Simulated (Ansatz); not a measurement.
# One shape, several levels: BH3 (SMILES [H]B([H])[H])

Wanted: a comparison of 6 runs (UHF/3-21G, BHLYP/3-21G, HSE06/3-21G, revPBE/3-21G, CCSDTQ/6-31G*, FCI/6-31G*) of BH3. 

The results are computed with Ansatz 0.2.0.

69 further runs of the same task are left out: 2 that didn't finish, 67 set aside as unsound or not needed.

## (1) The system as given

BH3: 4 atoms, total charge 0, spin state singlet. As SMILES, `[H]B([H])[H]`. The H4–B1 distance was set to 1.456 Å, away from the relaxed value.

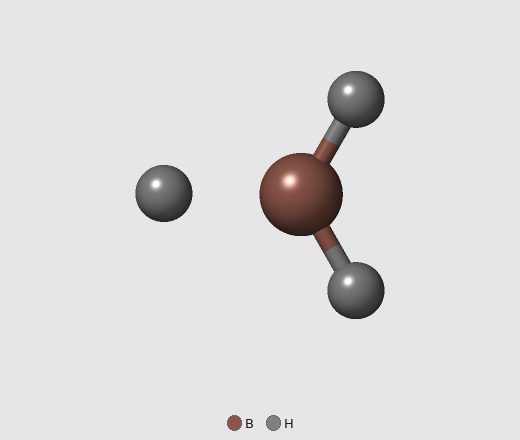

Viewed from a chosen angle; boron brown, hydrogen grey.

## (2) The energy at UHF/3-21G (run 1)

File input.yaml:

```yaml
crystal:
  periodic: [false, false, false]
  atoms:
    - {symbol: B, position_ang: [0.152199, 0.248275, -0.002942]}
    - {symbol: H, position_ang: [1.316009, 0.217925, 0.013738]}
    - {symbol: H, position_ang: [-0.403201, 1.271655, -0.020192]}
    - {symbol: H, position_ang: [-0.608600, -0.993120, 0.004770]}
basis:
  gaussian: {orbitals: 3-21G.json}
magnetization: {spin_polarized: true}
hamiltonian: {xc: hf}
accuracy: high
```

The basis set 3-21G is read from a file made from the Basis Set Exchange's data (not shown).

The run is started by

```bash
$ ansatz run input.yaml --threads 1 --pin off --max-ram 2610MiB --events-out events.jsonl --progress --plain --runs-dir runs
```

Standard output:

```text
Warning: RAYON_NUM_THREADS=1 ignored (pool sized by the plan → 1); use --threads N
Functional definition: HF
  name "HF"
  exchange = exact_x
  correlation = 0
294 factors; integrals over basis functions are off by at most 3.3e-9 eV
mean field evaluation 1: about -712.9843 eV, gradient 6.1e0 eV
mean field evaluation 2: about -712.9713 eV, gradient 6.1e0 eV
mean field evaluation 4: about -713.3273 eV, gradient 2.0e-1 eV
mean field evaluation 8: about -713.3275 eV, gradient 6.1e-5 eV
mean field -713.32747960 eV, -26.2143013646 hartree, gradient 1.7e-8 eV, S^2 0.000000; 0 other end points of the search recorded, 0 dependent functions left out
reference -713.32747960 eV, -26.2143013646 hartree; 4, 4 occupied and 11, 11 virtual orbitals, 294 factors
Total energy: -713.32747960 eV, -26.2143013646 hartree
```

It took 0.06 s on 1 thread of Arm Neoverse V1, shared host.

## (3) The energy at BHLYP/3-21G (run 2)

File in.yaml:

```yaml
crystal:
  periodic: [false, false, false]
  atoms:
    - {symbol: B, position_ang: [0.152199, 0.248275, -0.002942]}
    - {symbol: H, position_ang: [1.316009, 0.217925, 0.013738]}
    - {symbol: H, position_ang: [-0.403201, 1.271655, -0.020192]}
    - {symbol: H, position_ang: [-0.608600, -0.993120, 0.004770]}
basis:
  gaussian:
    orbitals: 3-21G.json
hamiltonian:
  xc: {name: BHLYP}
accuracy: high
total_charge: 0
```

The basis set 3-21G is read from a file made from the Basis Set Exchange's data (not shown).

The run is started by

```bash
$ ansatz run in.yaml --threads 1 --pin off --max-ram 2610MiB --events-out events.jsonl --progress --plain --runs-dir runs
```

Standard output:

```text
Warning: RAYON_NUM_THREADS=1 ignored (pool sized by the plan → 1); use --threads N
Functional definition: BHLYP
  name "BHLYP"
  parameter a = 0.5
  exchange = (1 - a)*b88_x + a*exact_x
  correlation = lyp_c
294 factors; integrals over basis functions are off by at most 3.3e-9 eV
mean field evaluation 1: about -718.7221 eV, gradient 5.4e0 eV
mean field evaluation 2: about -718.8341 eV, gradient 1.4e0 eV
mean field evaluation 4: about -718.8426 eV, gradient 1.6e-2 eV
mean field evaluation 8: about -718.8185 eV, gradient 8.0e-4 eV
mean field -718.81848276 eV, -26.4160920087 hartree, gradient 1.3e-8 eV, S^2 0.000000; 0 other end points of the search recorded, 0 dependent functions left out
reference -718.81849974 eV, -26.4160926327 hartree; 4, 4 occupied and 11, 11 virtual orbitals, 294 factors
Total energy: -718.81849974 eV, -26.4160926327 hartree
```

Run time: 0.44 s. Hardware: 1 thread of Arm Neoverse V1, shared host.

Runs 3 to 5 aren't shown in full; the table further down has their settings and results.

## (4) A single-point energy at FCI/6-31G(d) (spherical functions) (run 6)

input.yaml: that of step 2 with these lines changed.

```diff
@@ -8,5 +8,5 @@
 basis:
-  gaussian: {orbitals: 3-21G.json}
-magnetization: {spin_polarized: true}
-hamiltonian: {xc: hf}
+  gaussian: {orbitals: 6-31G_st_-spherical.json}
+total_charge: 0
+correlation: {method: fci, frozen_orbitals: {B: 1, H: 0}}
 accuracy: high
```

The basis set 6-31G* is read from a file made from the Basis Set Exchange's data (not shown).

The run is started by

```bash
$ ansatz run input.yaml --threads 1 --pin off --max-ram 2610MiB --events-out events.jsonl --progress --plain --runs-dir runs
```

Standard output:

```text
Warning: RAYON_NUM_THREADS=1 ignored (pool sized by the plan → 1); use --threads N
Functional definition: HF
  name "HF"
  exchange = exact_x
  correlation = 0
415 factors; integrals over basis functions are off by at most 2.9e-9 eV
mean field evaluation 1: about -717.0284 eV, gradient 9.6e0 eV
mean field evaluation 2: about -717.0273 eV, gradient 9.6e0 eV
mean field evaluation 4: about -717.4527 eV, gradient 3.3e-1 eV
mean field evaluation 8: about -717.4531 eV, gradient 4.1e-5 eV
mean field -717.45311714 eV, -26.3659157475 hartree, gradient 1.6e-8 eV, S^2 0.000000; 0 other end points of the search recorded, 0 dependent functions left out
1 core orbitals not correlated: weight in the atoms' cores, before any rotation towards them, 1.000 or more for the frozen orbitals, at most 0.000 for the correlated occupied ones
reference -717.45311714 eV, -26.3659157475 hartree; 3, 3 occupied and 16, 16 virtual orbitals, 415 factors
state -720.09778491 eV, -26.4631054957 hartree
Total energy: -720.09778491 eV, -26.4631054957 hartree
```

Wall time 2 s (1 thread of Arm Neoverse V1, shared host); peak memory 0.14 GiB.

## (5) The series

```
run                                level  frozen core orbitals  energy (Eh)  wall time
  1                            UHF/3-21G                     –   -26.214301     0.06 s
  2                          BHLYP/3-21G                     –   -26.416093     0.44 s
  3                          HSE06/3-21G                     –   -26.383009     0.58 s
  4                         revPBE/3-21G                     –   -26.422619     0.44 s
  5  CCSDTQ/6-31G* (spherical functions)                     1   -26.463106      3.3 s
  6     FCI/6-31G* (spherical functions)                     1   -26.463105        2 s
```

## (6) Results

| quantity | value |
| --- | --- |
| run 6: total energy | -26.46311 Eh |
| run 6: correlation energy (1 core orbital frozen) | -97.2 mEh |

Against full CI in this basis: CCSDTQ -0.0 mEh. Totals of different functionals can't be ranked against each other. All runs together took 6.9 s, the longest 3.3 s.
